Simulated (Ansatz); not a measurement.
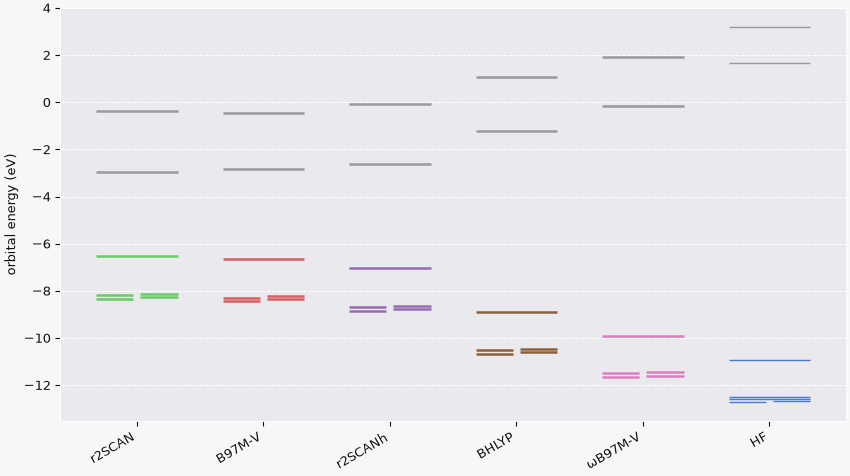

Frontier orbital energies of C₄H₁₀Cl₃NSn, SMILES CC(C)(C)[NH][Sn]([Cl])([Cl])[Cl], singlet at one geometry, def2-TZVPP, the Ansatz code, at a PBE0-D4/def2-TZVP geometry (no frequency check). Empty levels are grey, levels within 0.1 eV stand side by side; all columns show the same few orbitals around the gap.

> Compare the HOMO-LUMO separations.

The separation grows from 3.60 eV (r2SCAN) to 12.60 eV (HF).

| level | HOMO (eV) | LUMO (eV) | separation (eV) |
| --- | --- | --- | --- |
| r2SCAN | −6.54 | −2.94 | 3.60 |
| B97M-V | −6.66 | −2.85 | 3.81 |
| r2SCANh | −7.05 | −2.61 | 4.43 |
| BHLYP | −8.89 | −1.21 | 7.68 |
| ωB97M-V | −9.91 | −0.18 | 9.73 |
| HF | −10.93 | 1.68 | 12.60 |

Caveats, for all or some of the runs: core potentials past krypton; empty levels above zero depend strongly on the basis; spin-orbit coupling is left out, and with Sn it can shift these levels and split any degenerate set.
